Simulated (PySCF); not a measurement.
**Geometry relaxation of CH₇FNSi (charge +1)**

The run: geometry relaxation of CH₇FNSi, charge +1. Method and program: PBE0-D3(BJ)/def2-SVPD geometry optimisation, gas phase (PySCF 2.14.0).

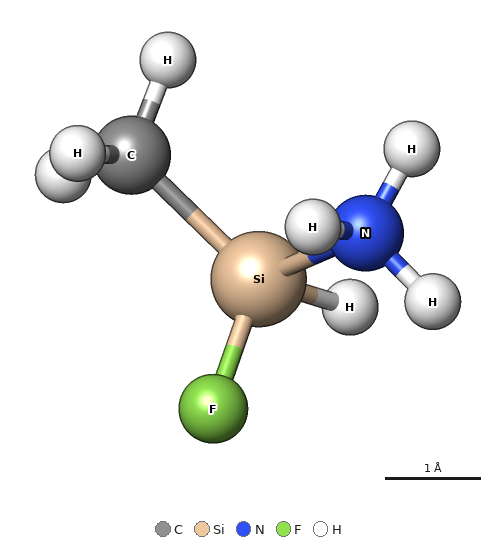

The input geometry (ball-and-stick view, seen at a tilt).

**Key numbers**

- outcome: converged
- total energy: −485.701606 hartree
- point group: C1
- hardware: 1 CPU thread, shared host
- wall time: 47 s
- peak memory: 0.57 GiB

**Input file**
```
{"job": {"xc": "PBE0", "basis": "def2-SVPD", "d3": "d3bj", "grid": 2, "kind": "geom"}, "charge": 1, "multiplicity": 1}
C      0.214922    -0.581271    -1.463875
Si    -0.795661    -0.227975     0.071262
N      0.449795     0.586075     1.310016
F     -1.687093     1.085530    -0.057049
H     -0.410422    -1.009005    -2.246431
H      1.023767    -1.288033    -1.290030
H      0.646718     0.332287    -1.878669
H     -1.485279    -1.180962     0.906240
H      1.197231    -0.039416     1.612389
H      0.885649     1.410649     0.888624
H     -0.039627     0.912121     2.147521
```

The first line tells a small driver script what to run in PySCF; the rest is the geometry in Å.

Launch command:
```bash
OMP_NUM_THREADS=1 python <driver script> task.json out
```

**What the program printed**
```
step   0  E = -485.69825013  max force = 0.028744
step   1  E = -485.69867120  max force = 0.018652
step   2  E = -485.70132739  max force = 0.005319
step   3  E = -485.70157322  max force = 0.000996
step   4  E = -485.70159879  max force = 0.000464
step   5  E = -485.70160555  max force = 0.000284
optimisation converged
```

**Trajectory as extended XYZ (Å, eV, eV/Å), 6 frames, from step=0 to step=5**
```
11
Properties=species:S:1:pos:R:3:forces:R:3 step=0 energy=-13216.52257
C     0.2149   -0.5813   -1.4639   -0.5645   0.0603   0.6967
Si   -0.7957   -0.2280    0.0713    1.4781   0.3512  -0.6440
N     0.4498    0.5861    1.3100   -0.2440  -0.3039  -0.2265
F    -1.6871    1.0855   -0.0570   -0.6592   0.6744  -0.2261
H    -0.4104   -1.0090   -2.2464   -0.3272  -0.1824  -0.2286
H     1.0238   -1.2880   -1.2900    0.2864  -0.3232   0.1941
H     0.6467    0.3323   -1.8787    0.0448   0.3552   0.0448
H    -1.4853   -1.1810    0.9062   -0.2027  -0.6468   0.2451
H     1.1972   -0.0394    1.6124    0.1617  -0.0306   0.1042
H     0.8857    1.4106    0.8886    0.0512   0.0391  -0.0419
H    -0.0396    0.9121    2.1475   -0.0247   0.0065   0.0824
11
Properties=species:S:1:pos:R:3:forces:R:3 step=1 energy=-13216.53403
C    -0.3431   -0.8419   -1.3264    0.5698   0.4725  -0.0186
Si   -0.6567    0.0078    0.2749   -0.9591  -0.8956  -0.6379
N     0.8969    0.7151    1.0388    0.2463   0.1923   0.1500
F    -1.4811    1.3866    0.1133    0.1295   0.0513   0.1402
H    -1.2506   -1.2642   -1.7812   -0.1533   0.0796   0.2307
H     0.3838   -1.6625   -1.2177   -0.0047   0.0061   0.0304
H     0.0650   -0.1060   -2.0375    0.0428  -0.1117  -0.1452
H    -1.2154   -0.8803    1.3099    0.0559   0.2119   0.3112
H     1.6210    0.0299    1.2801   -0.0157  -0.0446  -0.0443
H     1.3335    1.4215    0.4349    0.0300   0.0093   0.0137
H     0.6445    1.1943    1.9129    0.0585   0.0290  -0.0301
11
Properties=species:S:1:pos:R:3:forces:R:3 step=2 energy=-13216.60631
C    -0.3126   -0.8200   -1.3256    0.1956   0.2211  -0.0925
Si   -0.7076   -0.0118    0.2672   -0.1659  -0.2735  -0.0806
N     0.8785    0.6960    1.0167    0.1769   0.1275   0.1135
F    -1.4949    1.3913    0.1411   -0.0252  -0.0262   0.0169
H    -1.2269   -1.2478   -1.7615   -0.0544  -0.0333   0.0146
H     0.4159   -1.6361   -1.1976   -0.0516  -0.0288   0.0401
H     0.0970   -0.0980   -2.0516   -0.0390  -0.0462   0.0221
H    -1.2180   -0.8488    1.3726   -0.0399   0.0967   0.0145
H     1.5944   -0.0026    1.2444   -0.0257   0.0031  -0.0260
H     1.3185    1.3931    0.4041   -0.0091  -0.0345   0.0085
H     0.6535    1.1850    1.8921    0.0383  -0.0058  -0.0311
11
Properties=species:S:1:pos:R:3:forces:R:3 step=3 energy=-13216.61300
C    -0.3048   -0.8121   -1.3275    0.0475   0.0512  -0.0379
Si   -0.7185   -0.0222    0.2675    0.0156  -0.0258   0.0144
N     0.8824    0.6957    1.0161    0.0153   0.0285   0.0346
F    -1.5123    1.3771    0.1446   -0.0228  -0.0042   0.0021
H    -1.2211   -1.2424   -1.7609    0.0000  -0.0162  -0.0039
H     0.4167   -1.6327   -1.1905   -0.0237  -0.0281   0.0062
H     0.1049   -0.0930   -2.0533   -0.0129  -0.0006   0.0151
H    -1.2365   -0.8405    1.3810   -0.0136   0.0220   0.0000
H     1.5962   -0.0059    1.2384   -0.0063  -0.0073  -0.0102
H     1.3209    1.3861    0.3963   -0.0087  -0.0166  -0.0170
H     0.6698    1.1901    1.8903    0.0095  -0.0030  -0.0032
11
Properties=species:S:1:pos:R:3:forces:R:3 step=4 energy=-13216.61370
C    -0.3010   -0.8092   -1.3271    0.0026  -0.0012   0.0016
Si   -0.7209   -0.0245    0.2697    0.0238   0.0128   0.0125
N     0.8829    0.6955    1.0156   -0.0157   0.0022   0.0073
F    -1.5202    1.3719    0.1471   -0.0095  -0.0001  -0.0036
H    -1.2167   -1.2394   -1.7631    0.0044   0.0003  -0.0057
H     0.4155   -1.6342   -1.1886   -0.0092  -0.0088  -0.0015
H     0.1102   -0.0889   -2.0497    0.0020   0.0062   0.0045
H    -1.2431   -0.8373    1.3846   -0.0012  -0.0019  -0.0008
H     1.5956   -0.0080    1.2347   -0.0010  -0.0046  -0.0038
H     1.3189    1.3813    0.3893   -0.0016  -0.0056  -0.0098
H     0.6768    1.1930    1.8893    0.0052   0.0008  -0.0005
11
Properties=species:S:1:pos:R:3:forces:R:3 step=5 energy=-13216.61388
C    -0.2991   -0.8080   -1.3255   -0.0087  -0.0134   0.0087
Si   -0.7219   -0.0253    0.2717    0.0052   0.0131   0.0085
N     0.8824    0.6955    1.0147   -0.0146  -0.0033  -0.0038
F    -1.5248    1.3691    0.1483   -0.0004  -0.0003  -0.0037
H    -1.2141   -1.2357   -1.7656    0.0017   0.0076  -0.0050
H     0.4138   -1.6361   -1.1871   -0.0013   0.0001  -0.0023
H     0.1152   -0.0861   -2.0447    0.0069   0.0023   0.0000
H    -1.2457   -0.8372    1.3865    0.0054  -0.0063  -0.0006
H     1.5945   -0.0093    1.2317    0.0006  -0.0017   0.0002
H     1.3167    1.3781    0.3838    0.0020  -0.0005  -0.0022
H     0.6808    1.1953    1.8880    0.0032   0.0024   0.0002
```

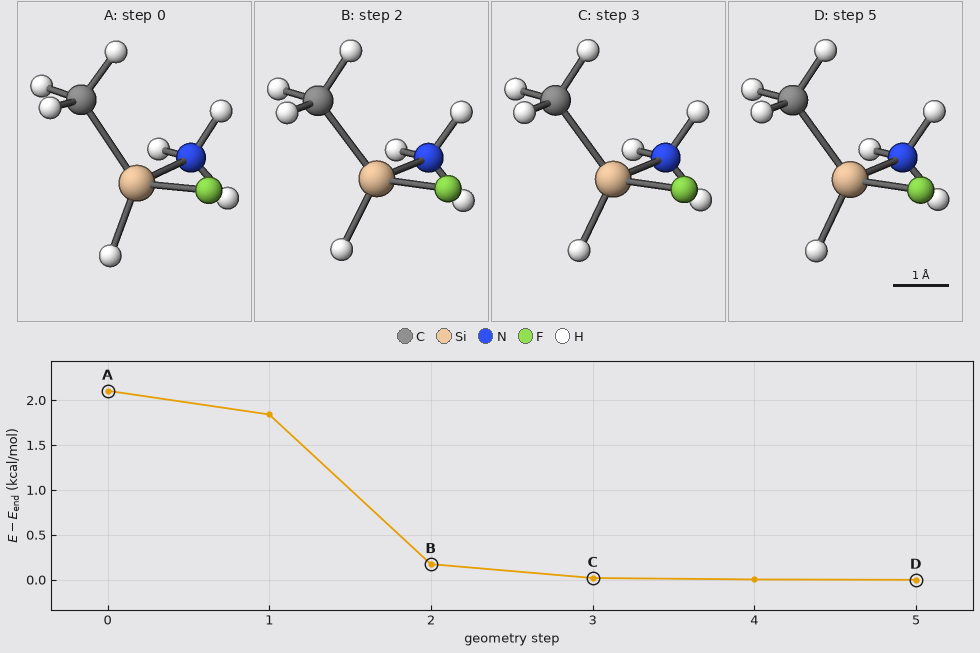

Frames of the relaxation (ball-and-stick view, seen at a tilt) above the curves, on which the letters mark them (steps are counted from 0).

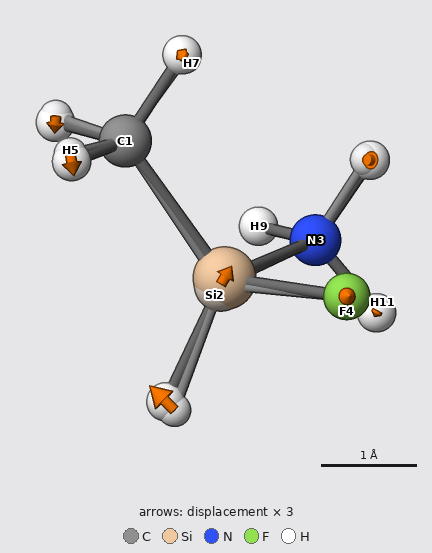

Start (faint) and end (solid) with the displacements as orange arrows, magnified 3 times (ball-and-stick view, seen at a tilt). The two geometries are laid on each other by the best rigid fit. The atom that moves furthest after the best rigid fit is H8 (0.13 Å). Largest moves by element: H 0.13 Å, Si 0.08 Å, F 0.06 Å, C 0.02 Å, N 0.01 Å. Among the contacts that change: C1–Si2 1.872 → 1.828 Å, Si2–H8 1.443 → 1.475 Å, Si2–N3 1.936 → 1.909 Å, Si2–F4 1.593 → 1.614 Å. Among the angles that change: C1–Si2–H8 127.5° → 120.4°, N3–Si2–F4 93.7° → 97.0°, C1–Si2–N3 104.9° → 107.9°. Over 5 geometry steps the energy falls by 2.11 kcal/mol. Largest force component: 1.5 eV/Å at the start, 0.015 eV/Å at the end. (Atoms are counted from 1 in the order of the input.)
